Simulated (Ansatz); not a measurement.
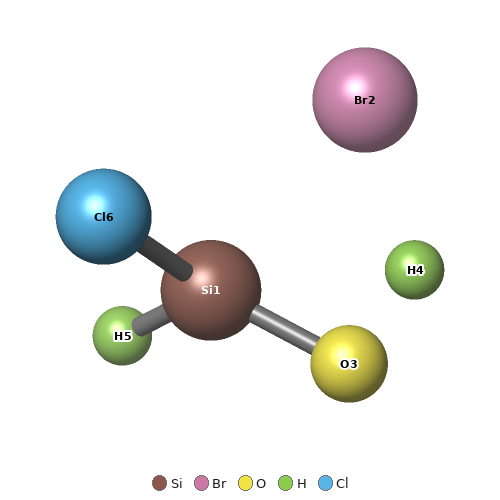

The system is the reacting system BrClH₂OSi (fragments BrClH₂OSi where the first distance is long, ClHOSi + BrH where the second is long); the picture shows the reference structure. 
- Coordinates scanned: (1) distance Br2–H4 (bond that forms); (2) distance Si1–Br2 (bond that breaks).
- Relaxed at each point: all other coordinates.
- Grid: 8 × 8 points.
- Points are written as (first, second).
- Energies: kcal/mol, counted from a guessed transition structure relaxed with its forming and breaking bonds held.
- The reference is spin-restricted, so regions where a bond is pulled apart into radicals lie too high.
- Method: Ansatz, RKS B3LYP-D4/def2-SVP.

Its coordinates:

```xyz
6

Si   -0.2763   -0.4740    0.1955
Br   -0.1557    1.9017   -1.0820
O     1.3268   -0.4896    0.0084
H     1.2994    0.6349   -0.5817
H    -1.1619   -1.3312   -0.6108
Cl   -1.0323   -0.2417    2.0705
```

Range: distance Br2–H4 (bond that forms) from 1.359 to 2.859 Å; distance Si1–Br2 (bond that breaks) from 2.079 to 3.879 Å.

Q: Predict the map.

A: The lowest grid point is at (2.859 Å, 2.237 Å), −45 kcal/mol from a guessed transition structure relaxed with its forming and breaking bonds held. It lies at the edge of the scanned range, so the true minimum may lie outside. The highest grid point, (1.359 Å, 2.079 Å), lies 93 kcal/mol above the lowest.

| second ↓, first → | 1.359 | 1.491 | 1.672 | 1.879 | 2.104 | 2.344 | 2.596 | 2.859 |
| --- | --- | --- | --- | --- | --- | --- | --- | --- |
| 3.879 | 15 | 13 | 17 | 23 | 27 | 30 | 31 | 31 |
| 3.564 | 15 | 13 | 17 | 19 | 20 | 20 | 20 | 20 |
| 3.261 | 15 | 13 | 15 | 13 | 10 | 8 | 7 | 6 |
| 2.973 | 15 | 13 | 10 | 3 | −3 | −6 | −8 | −10 |
| 2.703 | 17 | 13 | 3 | −8 | −16 | −21 | −24 | −26 |
| 2.455 | 22 | 13 | −3 | −17 | −27 | −33 | −37 | −39 |
| 2.237 | 33 | 17 | −4 | −20 | −31 | −38 | −43 | −45 |
| 2.079 | 48 | 27 | 4 | −13 | −25 | −33 | −38 | −40 |

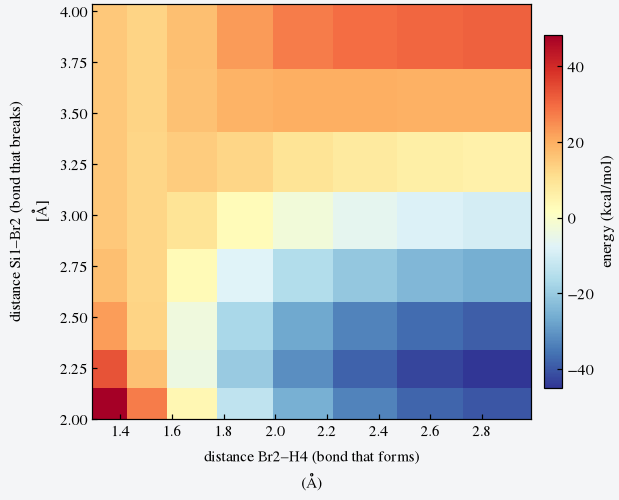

The picture shows one coloured cell a grid point.

Time for the 64 points that were run: 23 min on 1 thread of Arm Neoverse V2, with other jobs on the host.
